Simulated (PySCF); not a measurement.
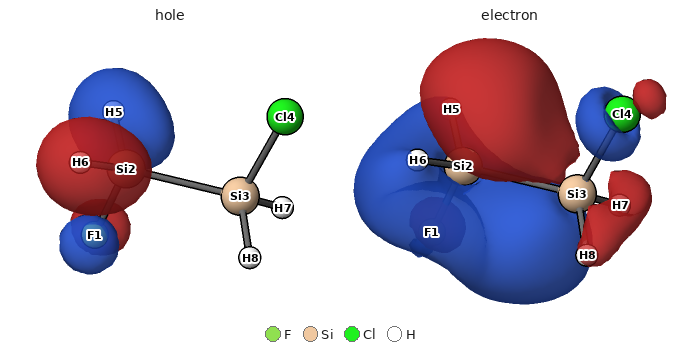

ClFH4Si2, SMILES `F[SiH2][SiH2]Cl`. Leading natural transition orbital pair of S₃ (TDA singlet states); the surfaces enclose about 78 % of each orbital's density.

Computed with PySCF, M06-2X/6-31G*, geometry: GFN2-xTB. No frequency check shows the geometry to be a minimum. GFN2-xTB bond lengths at metals and heavier atoms can be off by up to 0.1 Å and shapes distorted, which carries into these values. Without diffuse functions Rydberg states are missing, so the states' numbers hold for this basis only.

Q: Where does the state lie, and where do hole and electron sit?

A: 7.54 eV (164 nm), f = 0.003; the leading pair carries 93 %; hole on Si2 (32 %), H5 and H6 (22 % each) and F1 (16 %), electron on Si2 (46 %), Si3 (24 %) and F1 (8 %); their centroids lie 0.9 Å apart. In canonical orbitals it is mainly HOMO−2 → LUMO (88 %). The HOMO–LUMO gap is 9.21 eV.
